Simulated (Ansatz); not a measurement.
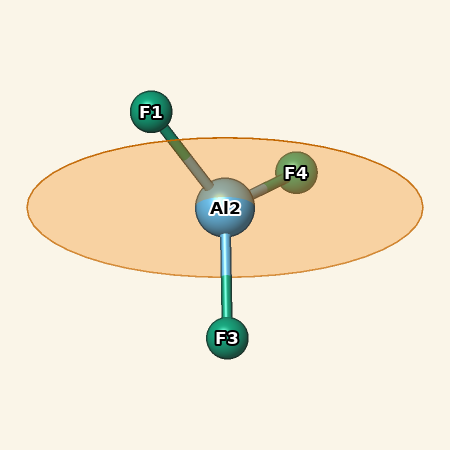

A disc through the centre of mass is drawn in. Depth is shown by fading: the farther an atom, the more it takes the colour of the background. The geometry was computed by an optimisation with PBE0-D4/def2-TZVP. No frequency run is at hand to confirm it as a minimum.

Is the plane of the disc a mirror plane of the structure?

Answer. No. The point group is D3h, with 1 C3 axis, 3 C2 axes, 1 S3 axis and 4 mirror planes, and this plane isn't one of its mirror planes.
